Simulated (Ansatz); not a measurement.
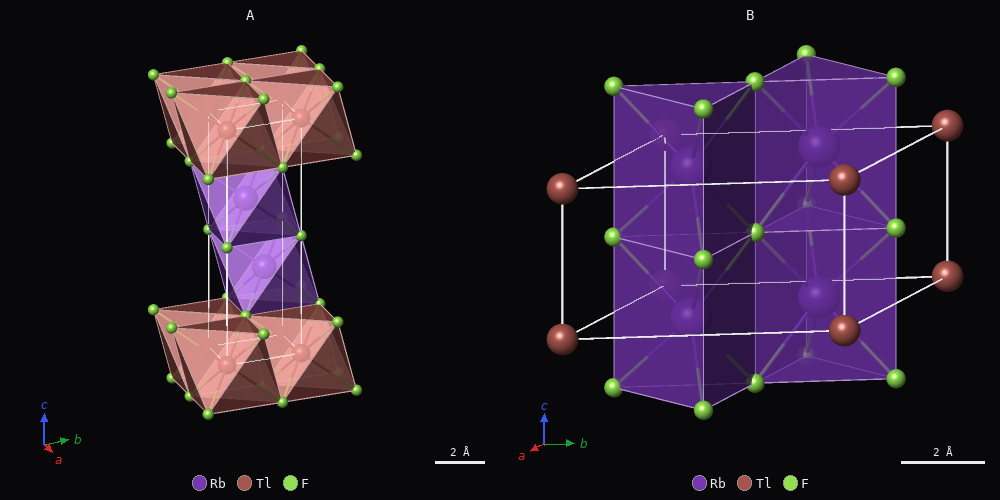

Two structures of Rb2TlF3, each relaxed to rest (conventional cells in solid outline, small ones repeated, not to one scale). Method: DFT PBE, scalar-relativistic, plane waves, PAW (Ansatz), without spin polarisation.

> Characterise the two forms.

A: 6 atoms a cell on a primitive hexagonal lattice, P-3m1. B: CeCo₃B₂ type, P6/mmm.

> Compare their energies: which is lower?

A is lower, by 318 meV/atom at this level of theory (energies at zero smearing). Volumes: A 23.5, B 26.2 Å³/atom.

One or both may be structure types tried for this composition rather than known phases.
